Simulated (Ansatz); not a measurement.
**How the geometry moves the gap of Al2O3 (Corundum)**

Aim: gaps of Al2O3 (Corundum) at the database cell and after a full relaxation.

Main program and level: Ansatz 0.2.0; PBE, HSE06 and G0W0, plane waves, PAW.

**What was measured.**

- Gap 8.7 eV: optical band gap of host from absorption; optical absorption, quoted from earlier work; bulk crystal (high-purity reference sample) (quoted in “Multi-petahertz electron interference in Cr:Al2O3 solid-state material”, 2018, pmc:5906618).

Report form: the programs' logs are mostly left out.

**1. The starting structure**

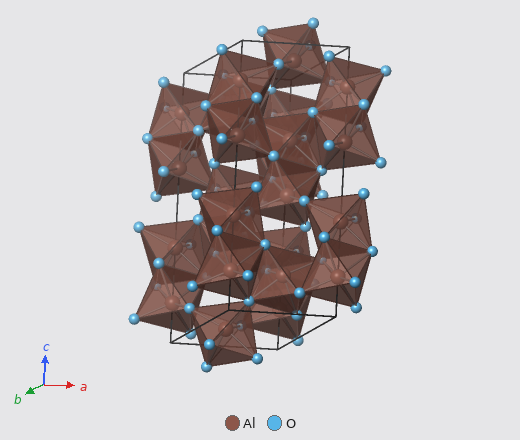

The cell as given, from a free direction (aluminium brown, oxygen blue). This picture shows the conventional cell, with its axes. Some periodic images of atoms are drawn too.

The cell and positions come from the Crystallography Open Database and are kept as given unless a step says otherwise. The default PAW set here is soft_2. Its files were made with PBE.

**2. PBE bands at the given cell**

Levels along a band path, at the cheap level, show where the edges lie and whether the meshes to come will hold them.

This step: DFT, PBE, plane waves, PAW.

input.yaml reads:

```yaml
crystal:
  lattice:
    - [2.38025, 1.3742379782, 4.3318666667]
    - [-2.38025, 1.3742379782, 4.3318666667]
    - [0.0, -2.7484759565, 4.3318666667]
  atoms:
    - { symbol: Al, position: [0.35216, 0.35216, 0.35216] }
    - { symbol: Al, position: [0.14784, 0.14784, 0.14784] }
    - { symbol: Al, position: [0.64784, 0.64784, 0.64784] }
    - { symbol: Al, position: [0.85216, 0.85216, 0.85216] }
    - { symbol: O, position: [0.55668, 0.94332, 0.25] }
    - { symbol: O, position: [0.25, 0.55668, 0.94332] }
    - { symbol: O, position: [0.94332, 0.25, 0.55668] }
    - { symbol: O, position: [0.44332, 0.05668, 0.75] }
    - { symbol: O, position: [0.75, 0.44332, 0.05668] }
    - { symbol: O, position: [0.05668, 0.75, 0.44332] }
kpoints:
  mp_grid: { grid: [6, 6, 6] }
  band_path:
    path:
      - [[0.0, 0.0, 0.0], [0.5, 0.5, 0.5], [0.76623952, 0.23376048, 0.5]]
      - [[0.5, -0.23376048, 0.23376048], [0.5, 0.0, 0.0], [0.0, 0.0, 0.0], [0.36688024, -0.36688024, 0.0]]
      - [[0.63311976, 0.0, 0.36688024], [0.5, 0.0, 0.5], [0.0, 0.0, 0.0]]
    npoints: 10
hamiltonian:
  xc: pbe
scf:
  occupations: { method: fermi_dirac, width: 0.02 }
  n_extra_bands: 7
output:
  eigenvalues: true
  forces: true
  stress: true
  write_density: true
  write_potential: true
  elf: true
  volumetric_format: npy
```

Run with:

```console
ansatz run input.yaml --threads 3 --pin off --max-ram 92160MiB --backend cuda --events-out ev --progress --plain --runs-dir out --devices 1 --max-vram 13GiB
```

Wall time 7.2 s (1 × NVIDIA H100 80GB HBM3 (shared by 6 runs) with 3 threads of AMD EPYC 7R13 (Zen 3), shared host); peak memory 0.94 GiB.

This step gave:

* pressure: 7.343 GPa
* filled bands: 24
* gap: 6.217 eV
* valence top at: Γ
* conduction bottom at: Γ
* least direct gap: 6.217 eV

The gap is direct, at Γ. The pressure of 7 GPa says that this functional would expand the cell; it is kept.

**3. Relaxing cell and ions**

A relaxation at this level of theory: leftover forces would pass straight into the levels.

input.yaml, the sections that differ from step 2:

```yaml
kpoints:
  mp_grid: { grid: [6, 6, 6] }
scf:
  occupations: { method: fermi_dirac, width: 0.02 }
relax:
  f_tol: 0.01
  max_steps: 60
  cell: {}
output:
  write_density: true
  write_potential: true
  elf: true
  volumetric_format: npy
# crystal, hamiltonian: as in step 2
```

Elapsed: 12 s, on 1 × NVIDIA H100 80GB HBM3 (shared by 6 runs) with 3 threads; peak memory 0.94 GiB; 12 s of CPU time.

Step by step:

| step | energy less that of the first step (eV) | largest force component (eV/Å) | pressure (GPa) | volume (Å³) |
| --- | --- | --- | --- | --- |
| 1 | 0.0000 | 0.0290 | 7.34 | 85.02 |
| 2 | -0.0323 | 0.0253 | 4.00 | 86.10 |
| 3 | -0.0424 | 0.0109 | 0.13 | 87.44 |
| 4 | -0.0421 | 0.0036 | 0.00 | 87.49 |
| 5 | -0.0421 | 0.0023 | 0.00 | 87.49 |
| 6* | -0.0579 | 0.0017 | 0.32 | 87.49 |
| 7 | -0.0574 | 0.0006 | 0.01 | 87.60 |
| 8* | -0.0580 | 0.0006 | 0.02 | 87.60 |

Relaxation steps marked * repeat the geometry before them on a plane-wave basis chosen anew for their cell, so energy and pressure can jump there.

The run keeps the 12 symmetry operations that it works with, so distortions that break them were not tested.

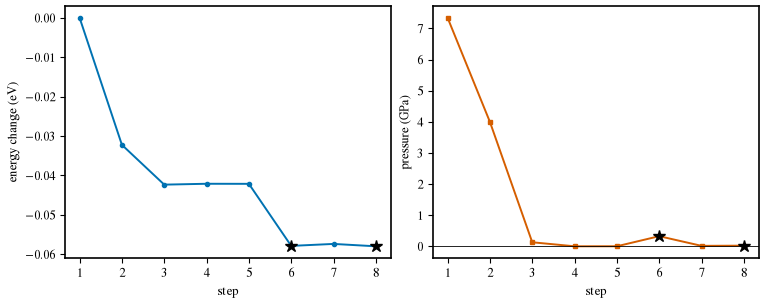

Energy and pressure along the relaxation. Stars mark steps on a basis chosen anew.

| conventional cell, symmetrised | before | after | change |
| --- | --- | --- | --- |
| a (Å) | 4.760 | 4.809 | +1.0 % |
| b (Å) | 4.760 | 4.809 | +1.0 % |
| c (Å) | 12.996 | 13.123 | +1.0 % |
| volume (Å³/atom) | 8.50 | 8.76 | +3.0 % |

**4. PBE at the relaxed cell**

input.yaml reads:

```yaml
crystal:
  lattice:
    - [2.4043564038, 1.3881558169, 4.3744954554]
    - [-2.4043564038, 1.3881558169, 4.3744954554]
    - [0.0, -2.7763116339, 4.3744954554]
  atoms:
    - { symbol: Al, position: [0.352145786, 0.352145786, 0.352145786] }
    - { symbol: Al, position: [0.147854214, 0.147854214, 0.147854214] }
    - { symbol: Al, position: [0.647854214, 0.647854214, 0.647854214] }
    - { symbol: Al, position: [0.852145786, 0.852145786, 0.852145786] }
    - { symbol: O, position: [0.5561701124, 0.9438298876, 0.25] }
    - { symbol: O, position: [0.25, 0.5561701124, 0.9438298876] }
    - { symbol: O, position: [0.9438298876, 0.25, 0.5561701124] }
    - { symbol: O, position: [0.4438298876, 0.0561701124, 0.75] }
    - { symbol: O, position: [0.75, 0.4438298876, 0.0561701124] }
    - { symbol: O, position: [0.0561701124, 0.75, 0.4438298876] }
kpoints:
  mp_grid: { grid: [6, 6, 6] }
  band_path:
    path:
      - [[0.0, 0.0, 0.0], [0.5, 0.5, 0.5], [0.76623952, 0.23376048, 0.5]]
      - [[0.5, -0.23376048, 0.23376048], [0.5, 0.0, 0.0], [0.0, 0.0, 0.0], [0.36688024, -0.36688024, 0.0]]
      - [[0.63311976, 0.0, 0.36688024], [0.5, 0.0, 0.5], [0.0, 0.0, 0.0]]
    npoints: 10
hamiltonian:
  xc: pbe
scf:
  occupations: { method: fermi_dirac, width: 0.02 }
  n_extra_bands: 7
output:
  eigenvalues: true
  forces: true
  stress: true
  write_density: true
  write_potential: true
  elf: true
  volumetric_format: npy
```

The job ended after 6.6 s (1 × NVIDIA H100 80GB HBM3 (shared by 6 runs) with 3 threads; peak memory 0.94 GiB).

Numbers from this step:

```
pressure             : 0.01771 GPa
gap                  : 5.851 eV
valence top at       : Γ
conduction bottom at : Γ
least direct gap     : 5.851 eV
```

The gap is direct, at Γ.

**5. HSE06 at the relaxed cell**

The screened hybrid is the usual rung above semilocal functionals: a quarter of exact exchange, cut off beyond a few ångström.

This step: DFT, HSE06, plane waves, PAW.

Edit input.yaml of step 4 so:

```diff
@@ -17,13 +17,18 @@
 kpoints:
-  mp_grid: { grid: [6, 6, 6] }
+  mp_grid: { grid: [4, 4, 4] }
   band_path:
     path:
-      - [[0.0, 0.0, 0.0], [0.5, 0.5, 0.5], [0.76623952, 0.23376048, 0.5]]
-      - [[0.5, -0.23376048, 0.23376048], [0.5, 0.0, 0.0], [0.0, 0.0, 0.0], [0.36688024, -0.36688024, 0.0]]
-      - [[0.63311976, 0.0, 0.36688024], [0.5, 0.0, 0.5], [0.0, 0.0, 0.0]]
-    npoints: 10
+      - [0.0, 0.0, 0.0]
+      - [0.5, 0.5, 0.5]
+      - [0.76623952, 0.23376048, 0.5]
+      - [0.5, -0.23376048, 0.23376048]
+      - [0.5, 0.0, 0.0]
+      - [0.36688024, -0.36688024, 0.0]
+      - [0.63311976, 0.0, 0.36688024]
+      - [0.5, 0.0, 0.5]
+    npoints: 1
 hamiltonian:
-  xc: pbe
+  xc: hse06
 scf:
-  occupations: { method: fermi_dirac, width: 0.02 }
+  occupations: { method: fixed }
   n_extra_bands: 7
@@ -31,7 +36 @@
   eigenvalues: true
-  forces: true
-  stress: true
-  write_density: true
-  write_potential: true
-  elf: true
-  volumetric_format: npy
```

It took 29 s on 1 × NVIDIA H100 80GB HBM3 (shared by 6 runs) with 3 threads; peak memory 1.3 GiB; 36 s of CPU time.

This step gave:

```yaml
gap: 7.686 eV
valence_top_at: Γ
conduction_bottom_at: Γ
least_direct_gap: 7.686 eV
```

The gap stands +1.84 eV against PBE.

**6. G0W0 at the relaxed cell**

G0W0 replaces the xc potential by the self-energy, built once from these orbitals. Only a window of levels is corrected, while the sums run over the empty bands that the input names.

This step: G0W0 on PBE, plane waves, PAW.

Edit input.yaml of step 5 so:

```diff
@@ -18,19 +18,11 @@
   mp_grid: { grid: [4, 4, 4] }
-  band_path:
-    path:
-      - [0.0, 0.0, 0.0]
-      - [0.5, 0.5, 0.5]
-      - [0.76623952, 0.23376048, 0.5]
-      - [0.5, -0.23376048, 0.23376048]
-      - [0.5, 0.0, 0.0]
-      - [0.36688024, -0.36688024, 0.0]
-      - [0.63311976, 0.0, 0.36688024]
-      - [0.5, 0.0, 0.5]
-    npoints: 1
 hamiltonian:
-  xc: hse06
+  xc: pbe
 scf:
   occupations: { method: fixed }
-  n_extra_bands: 7
-output:
-  eigenvalues: true
+gw:
+  n_empty_bands: 169
+  ecut_chi: 90
+  qp_bands: [v3, c3]
+  qp_kpoints: band_edges
+  screening: { model: contour_deformation }
```

Run time: 15 s. Hardware: 1 × NVIDIA H100 80GB HBM3 (shared by 6 runs) with 3 threads; peak memory 1.1 GiB.

Numbers from this step:

* bands summed: 193
* RPA ε∞ on this mesh (eigenvalues): 3.141, 3.161, 3.161
* plane waves in the screening matrix: 169
* G0W0 gap on the mesh: 8.230 eV
* k of the valence top: 0, 0, 0
* k of the conduction bottom: 0, 0, 0
* starting gap on the mesh: 5.851 eV
* least direct G0W0 gap on the computed points: 8.230 eV

The gap on the mesh goes from 5.85 eV to 8.23 eV, a correction of +2.38 eV. Between the two edge states, bare exchange in place of the xc potential would open the gap by 10.64 eV, and correlation takes back 8.26 eV.

**7. G0W0 at the given cell**

input.yaml reads:

```yaml
crystal:
  lattice:
    - [2.38025, 1.3742379782, 4.3318666667]
    - [-2.38025, 1.3742379782, 4.3318666667]
    - [0.0, -2.7484759565, 4.3318666667]
  atoms:
    - { symbol: Al, position: [0.35216, 0.35216, 0.35216] }
    - { symbol: Al, position: [0.14784, 0.14784, 0.14784] }
    - { symbol: Al, position: [0.64784, 0.64784, 0.64784] }
    - { symbol: Al, position: [0.85216, 0.85216, 0.85216] }
    - { symbol: O, position: [0.55668, 0.94332, 0.25] }
    - { symbol: O, position: [0.25, 0.55668, 0.94332] }
    - { symbol: O, position: [0.94332, 0.25, 0.55668] }
    - { symbol: O, position: [0.44332, 0.05668, 0.75] }
    - { symbol: O, position: [0.75, 0.44332, 0.05668] }
    - { symbol: O, position: [0.05668, 0.75, 0.44332] }
kpoints:
  mp_grid: { grid: [4, 4, 4] }
hamiltonian:
  xc: pbe
scf:
  occupations: { method: fixed }
gw:
  n_empty_bands: 164
  ecut_chi: 90
  qp_bands: [v3, c3]
  qp_kpoints: band_edges
  screening: { model: contour_deformation }
```

It took 18 s on 1 × NVIDIA H100 80GB HBM3 (shared by 6 runs) with 3 threads; peak memory 1.1 GiB; 14 s of CPU time.

Numbers from this step:

```
bands summed                                 : 188
RPA ε∞ on this mesh (eigenvalues)            : 3.106, 3.125, 3.125
plane waves in the screening matrix          : 169
G0W0 gap on the mesh                         : 8.665 eV
k of the valence top                         : 0, 0, 0
k of the conduction bottom                   : 0, 0, 0
starting gap on the mesh                     : 6.217 eV
least direct G0W0 gap on the computed points : 8.665 eV
```

The gap on the mesh goes from 6.22 eV to 8.67 eV, a correction of +2.45 eV. Between the two edge states, bare exchange in place of the xc potential would open the gap by 10.78 eV, and correlation takes back 8.33 eV.

**8. Together**

G0W0 rows are gaps on the mesh, lowered by the amount that the mesh misses the start's edges, a rough step that assumes the same correction there.

| level | given cell (eV) | relaxed cell (eV) | change (eV) |
| --- | --- | --- | --- |
| PBE | 6.22 | 5.85 | −0.37 |
| HSE06 | - | 7.69 | - |
| G0W0@PBE | 8.67 | 8.23 | −0.44 |

**9. What came out**

```json
{
  "volume change": "+3.0 %",
  "PBE, given cell": "6.22 eV",
  "PBE, relaxed cell": "5.85 eV",
  "HSE06, relaxed cell": "7.69 eV",
  "G0W0@PBE, relaxed cell": "8.23 eV",
  "G0W0@PBE, given cell": "8.67 eV",
  "known limits": "not at the basis limit"
}
```

**Reading.** Relaxation changes the volume by +3.0 % and the gap by −0.37 eV (PBE) and −0.44 eV (G0W0@PBE). Against experiment, by G0W0@PBE at the given cell: the gap of 8.67 eV lies −0.03 eV from the measured 8.7 eV (optical, quoted 2018). An exciton line or allowed optical edge lies below the quasiparticle gap by the binding energy; a forbidden edge can push the onset above it. The calculation has static nuclei and no excitons; a measured gap holds zero-point and thermal motion, which mostly lowers it. Bands and cutoff are finite, so the gap is not at the basis limit. The miss can reach some tenths of an eV and take either sign; the mesh is an error of its own.

[Paths, hosts, dates, memory and timing lines, banners, echoed tables and standing remarks are left out of the program output.]

[Logs are printed without paths, hosts, clocks, repeated set-up lines and the standing remarks that a program may print on its own settings, such as how far it seeks lower states.]

[Runs of the session that timed out or met a known fault of the program may be left out.]

[Cells called generated may have been cut or substituted from an entry of the Crystallography Open Database or the Materials Project.]

[Hosts, paths, dates, database ids (printed as entryN), source tags and the programs' standing remarks are cut or masked in the printed files.]
